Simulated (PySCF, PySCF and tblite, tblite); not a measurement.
**C6H8O2: a path driven as rotation about a bond, and NMR exchange**

How fast is rotation about a bond in C6H8O2 (`C=CO/C=C(\C)C=O`), and when do the exchanging lines merge?

Programs: PySCF 2.14.0 with density-fitted response routines of our own, and tblite 0.8.0. All values are computed, except where a source is named. Atoms count from 0 throughout.

### 1 The molecule as given

16 atoms, charge 0, multiplicity 1; geometry from: force field or distance geometry start.

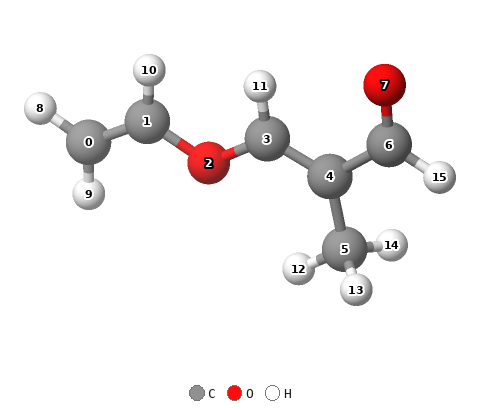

The starting geometry (carbon grey, oxygen red, hydrogen white), atoms numbered.

### 2 GFN2-xTB relaxation, start minimum

Job settings and geometry (Å):

```
{"job": {"xc": "GFN2-xTB", "basis": "xTB", "kind": "relax"}, "charge": 0, "multiplicity": 1}
C      3.366600    -0.288500    -0.246900
C      2.255800     0.407200     0.065000
O      1.024700    -0.173000     0.047800
C     -0.080300     0.593200     0.375900
C     -1.328500     0.094900     0.385900
C     -1.717000    -1.299900     0.011100
C     -2.431300     1.015700     0.762700
O     -2.259100     2.187100     1.093500
H      4.341300     0.177600    -0.216000
H      3.291700    -1.328300    -0.538400
H      2.292600     1.439500     0.372100
H      0.139400     1.606800     0.660300
H     -0.852900    -1.911400    -0.249700
H     -2.393800    -1.295000    -0.842400
H     -2.215600    -1.779900     0.857900
H     -3.441200     0.562800     0.757500
```

Launch:

```console
OMP_NUM_THREADS=1 python ens_run.py task.json out
```

The driver reads the study from task.json and runs its stages one after another.

The program printed:

```text
step      E/eV     max force
  0    -679.84249    1.739
  1    -679.89137    1.721
  2    -679.92219    0.315
  3    -679.92970    0.369
  4    -679.93959    0.264
  5    -679.94278    0.203
  6    -679.94492    0.150
  7    -679.94731    0.119
  8    -679.94834    0.094
  9    -679.94890    0.070
 10    -679.94928    0.056
 11    -679.94964    0.053
 12    -679.94997    0.058
 13    -679.95027    0.043
 14    -679.95054    0.050
 15    -679.95079    0.048
 16    -679.95102    0.048
 17    -679.95119    0.039
 18    -679.95129    0.025
 19    -679.95134    0.025
 20    -679.95141    0.028
 21    -679.95149    0.030
 22    -679.95157    0.021
 23    -679.95161    0.019
 24    -679.95164    0.011
 25    -679.95165    0.013
 26    -679.95166    0.010
 27    -679.95167    0.007
 28    -679.95167    0.007
 29    -679.95168    0.008
 30    -679.95169    0.006
 31    -679.95169    0.005
 32    -679.95170    0.006
 33    -679.95170    0.006
 34    -679.95171    0.007
 35    -679.95172    0.006
 36    -679.95172    0.007
 37    -679.95174    0.008
 38    -679.95175    0.012
 39    -679.95177    0.012
 40    -679.95178    0.009
 41    -679.95179    0.007
 42    -679.95180    0.006
 43    -679.95181    0.005
 44    -679.95181    0.003
```

Wall time 0.23 s (1 thread of Arm Neoverse V1, shared host).

The energy fell by 0.109 eV, and the atoms moved 0.04 Å (root mean square).

### 3 Relaxed scan, rotation

Job settings and geometry (Å):

```
{"job": {"xc": "GFN2-xTB", "basis": "xTB", "coordinate": [["t", [4, 3, 2, 1], 0.5], ["t", [11, 3, 2, 1], 0.5]], "kind": "drive"}, "charge": 0, "multiplicity": 1}
C      3.314658    -0.293387    -0.243629
C      2.230984     0.395650     0.074818
O      0.995274    -0.172218     0.045606
C     -0.063757     0.572814     0.378949
C     -1.327729     0.105626     0.382250
C     -1.690012    -1.300263     0.013286
C     -2.388806     1.024802     0.767106
O     -2.241410     2.182320     1.087881
H      4.283979     0.165050    -0.217216
H      3.252947    -1.325990    -0.535766
H      2.263796     1.438735     0.373494
H      0.118261     1.607294     0.660151
H     -0.797289    -1.862912    -0.242719
H     -2.368234    -1.305623    -0.839026
H     -2.192409    -1.792426     0.844989
H     -3.397852     0.569474     0.746220
```

The program printed:

```text
point  coordinate     E/eV
  0    -75.400     -679.93191
  1    -60.600     -679.87739
  2    -45.800     -679.79554
  3    -30.800     -679.70036
  4    -15.600     -679.61781
  5     -0.000     -679.58172
  6     15.500     -679.61229
  7     30.700     -679.68792
  8     45.500     -679.75440
  9     60.200     -679.79432
 10     74.800     -679.79592
 11     89.600     -679.76369
```

Run time: 3 s. Hardware: 1 thread of Arm Neoverse V1, shared host.

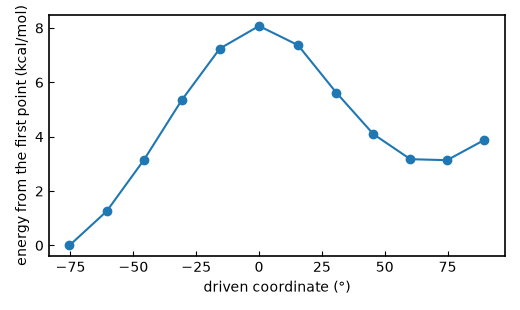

Energy along the scan.

### 4 Nudged elastic band, leg 1

Changed since step 3:

```diff
@@ -1,2 +1,2 @@
-{"job": {"xc": "GFN2-xTB", "basis": "xTB", "coordinate": [["t", [4, 3, 2, 1], 0.5], ["t", [11, 3, 2, 1], 0.5]], "kind": "drive"}, "charge": 0, "multiplicity": 1}
+{"job": {"xc": "GFN2-xTB", "basis": "xTB", "kind": "neb"}, "charge": 0, "multiplicity": 1}
 C      3.314658    -0.293387    -0.243629
```

The program printed:

```text
image   E - E0 / eV
  0       0.0000
  1       0.0723
  2       0.2313
  3       0.3690
  4       0.2795
  5       0.1726
  6       0.1500
```

Wall time 1.4 s (1 thread of Arm Neoverse V1, shared host).

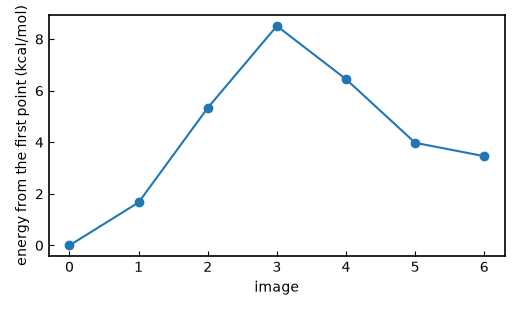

Energy along the band.

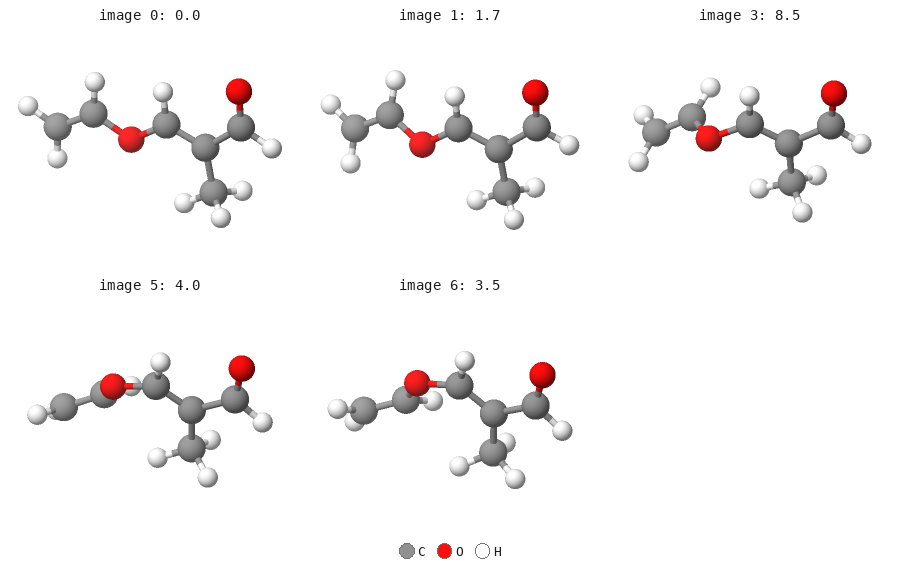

Images along the band, with energies in kcal/mol.

### 5 Saddle search, leg 1

Job settings and geometry (Å):

```
{"job": {"xc": "GFN2-xTB", "basis": "xTB", "kind": "saddle"}, "charge": 0, "multiplicity": 1}
C      3.033192    -0.515983    -0.413057
C      1.981714     0.190806    -0.040101
O      0.953088     0.465075    -0.901906
C     -0.168435     1.011313    -0.351387
C     -1.218835     0.284137     0.051740
C     -1.272310    -1.208728    -0.030931
C     -2.381523     0.985140     0.613004
O     -2.468716     2.174439     0.783075
H      3.827822    -0.716288     0.278575
H      3.122827    -0.897609    -1.413331
H      1.865286     0.582596     0.964340
H     -0.187820     2.095343    -0.274251
H     -0.300487    -1.613016    -0.303495
H     -1.997132    -1.513240    -0.784904
H     -1.580284    -1.630545     0.923953
H     -3.208388     0.306560     0.898677
```

The program printed:

```text
step      E/eV     max force
  0    -679.58279   0.0286
  1    -679.58529   0.0868
  2    -679.58364   0.0330
  3    -679.58441   0.0198
  4    -679.58562   0.0536
  5    -679.58485   0.0132
  6    -679.58584   0.0114
  7    -679.58690   0.0451
  8    -679.58638   0.0086
  9    -679.58706   0.0142
 10    -679.58751   0.0247
 11    -679.58808   0.0129
 12    -679.58857   0.0184
 13    -679.58890   0.0224
 14    -679.58904   0.0345
 15    -679.58889   0.0448
 16    -679.58909   0.0130
 17    -679.58911   0.0065
 18    -679.58911   0.0010
lowest wavenumbers (cm-1): -161.0 66.8 86.1 103.8 131.7 188.3
```

Wall time 4.5 s (1 thread of Arm Neoverse V1, shared host).

Point group C1; 1 imaginary mode, 161i cm⁻¹, carried by O2, C1, H10, C5. Steps downhill from it reached both ends.

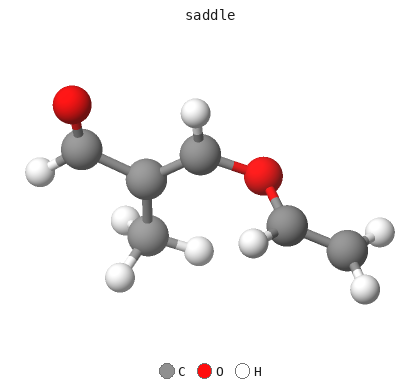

The saddle point.

### 6 Shieldings, start: PBE0/pcSseg-1

Job settings and geometry (Å):

```
{"job": {"kind": "nmr", "xc": "PBE0", "basis": "pcSseg-1", "pop": false}, "charge": 0, "multiplicity": 1}
C      3.314658    -0.293387    -0.243629
C      2.230984     0.395650     0.074818
O      0.995274    -0.172218     0.045606
C     -0.063757     0.572814     0.378949
C     -1.327729     0.105626     0.382250
C     -1.690012    -1.300263     0.013286
C     -2.388806     1.024802     0.767106
O     -2.241410     2.182320     1.087881
H      4.283979     0.165050    -0.217216
H      3.252947    -1.325990    -0.535766
H      2.263796     1.438735     0.373494
H      0.118261     1.607294     0.660151
H     -0.797289    -1.862912    -0.242719
H     -2.368234    -1.305623    -0.839026
H     -2.192409    -1.792426     0.844989
H     -3.397852     0.569474     0.746220
```

The program printed:

```text
coarse grid: 13648 points
cycle   1  E = -383.1281638644  dE =  1.324e+00  |g| = 8.851e-01  |ddm| = 3.678e+00
cycle   2  E = -382.6563840063  dE =  4.718e-01  |g| = 1.742e+00  |ddm| = 3.314e+00
cycle   3  E = -383.2775091870  dE = -6.211e-01  |g| = 2.382e-01  |ddm| = 2.704e+00
cycle   4  E = -383.2880452024  dE = -1.054e-02  |g| = 9.734e-02  |ddm| = 2.948e-01
cycle   5  E = -383.2896773843  dE = -1.632e-03  |g| = 2.489e-02  |ddm| = 8.676e-02
cycle   6  E = -383.2898052799  dE = -1.279e-04  |g| = 6.302e-03  |ddm| = 2.220e-02
cycle   7  E = -383.2898118943  dE = -6.614e-06  |g| = 2.757e-03  |ddm| = 5.826e-03
final grid: 132640 points
cycle   8  E = -383.3583039697  dE =  1.456e-06  |g| = 1.764e-02  |ddm| = 3.005e-02
cycle   9  E = -383.3581451005  dE =  1.589e-04  |g| = 3.385e-02  |ddm| = 4.400e-02
cycle  10  E = -383.3583617554  dE = -2.167e-04  |g| = 2.930e-03  |ddm| = 3.149e-02
cycle  11  E = -383.3583635416  dE = -1.786e-06  |g| = 4.337e-04  |ddm| = 2.323e-03
cycle  12  E = -383.3583635709  dE = -2.932e-08  |g| = 1.580e-04  |ddm| = 3.742e-04
cycle  13  E = -383.3583635750  dE = -4.071e-09  |g| = 7.307e-05  |ddm| = 2.260e-04
cycle  14  E = -383.3583635763  dE = -1.286e-09  |g| = 1.383e-05  |ddm| = 8.359e-05
cycle  15  E = -383.3583635763  dE = -4.275e-11  |g| = 5.229e-06  |ddm| = 1.633e-05
converged SCF energy = -383.3583635763

GIAO shielding tensors (ppm)
atom      isotropic    diamagn.    paramagn.     s11        s22        s33       span
  0 C       85.550     255.490    -169.940    -17.625    107.836    166.439    184.064
  1 C       28.630     252.309    -223.679    -72.717     71.456     87.149    159.866
  2 O      125.129     401.751    -276.622     15.050     74.798    285.540    270.490
  3 C       25.518     256.874    -231.356    -57.403     40.656     93.302    150.705
  4 C       69.013     265.175    -196.162    -17.957     73.864    151.132    169.088
  5 C      174.549     246.668     -72.119    160.716    177.896    185.036     24.320
  6 C       -9.362     241.188    -250.549    -96.814    -19.476     88.205    185.020
  7 O     -289.354     403.402    -692.756   -875.449   -376.734    384.120   1259.569
  8 H       26.951      27.552      -0.601     25.128     25.965     29.760      4.632
  9 H       26.552      31.920      -5.367     24.223     24.902     30.532      6.309
 10 H       24.862      30.518      -5.656     22.629     23.991     27.964      5.335
 11 H       23.938      33.625      -9.686     21.225     23.376     27.214      5.989
 12 H       29.112      31.797      -2.685     24.067     29.797     33.471      9.404
 13 H       29.936      29.686       0.250     26.054     27.057     36.695     10.641
 14 H       29.938      29.246       0.692     26.061     27.063     36.690     10.629
 15 H       21.943      26.814      -4.870     20.022     21.380     24.429      4.407
```

Run time: 21 s. Hardware: 1 thread of Arm Neoverse V1, shared host; peak memory 0.8 GiB.

Key values: HOMO -6.73 eV, LUMO -1.49 eV; dipole 2.70 D.

(Part 1 of 2 ends here.)
